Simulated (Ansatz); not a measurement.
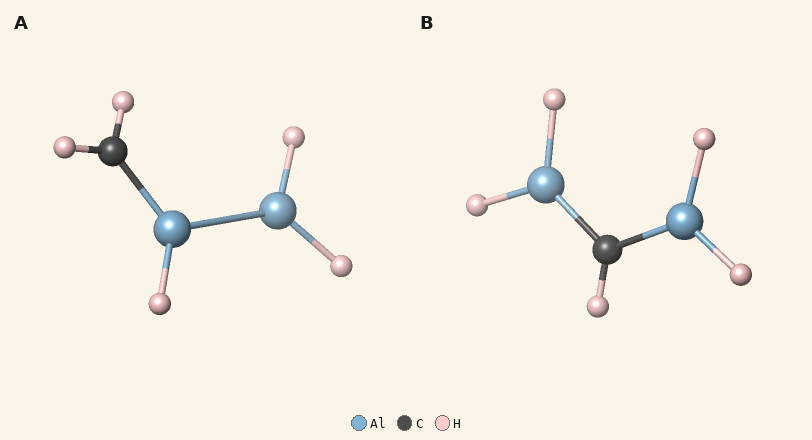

2 stationary structures of one formula. The species has charge −1 and is a spin singlet. Geometries: PBE0-D4/def2-TZVPD. Electronic energies: RHF-CCSD(T) (frozen core)/def2-TZVPPD (Ansatz 0.2.0), without zero-point energy. No frequency run is at hand to confirm each as a minimum. Each is one conformer, not always the lowest.

**Which structure is the most stable?**

B is lowest (C2v); A lies 0.749 eV above it (Cs).

Give E(B) − E(A) in eV at these levels too: r2SCAN-D4/def2-TZVPPD; B3LYP-D4/def2-TZVPPD; PBE-D4/def2-TZVPPD; RHF-CCSD(T) (frozen core)/def2-TZVPPD; ωB97M-V/def2-TZVPPD; PBE0-D4/def2-TZVPPD; PBE0-D4/def2-TZVPD.

| level | E(B) − E(A) (eV) |
| --- | --- |
| r2SCAN-D4/def2-TZVPPD | −0.765 |
| B3LYP-D4/def2-TZVPPD | −0.797 |
| PBE-D4/def2-TZVPPD | −0.612 |
| RHF-CCSD(T) (frozen core)/def2-TZVPPD | −0.749 |
| ωB97M-V/def2-TZVPPD | −0.957 |
| PBE0-D4/def2-TZVPPD | −0.714 |
| PBE0-D4/def2-TZVPD | −0.717 |
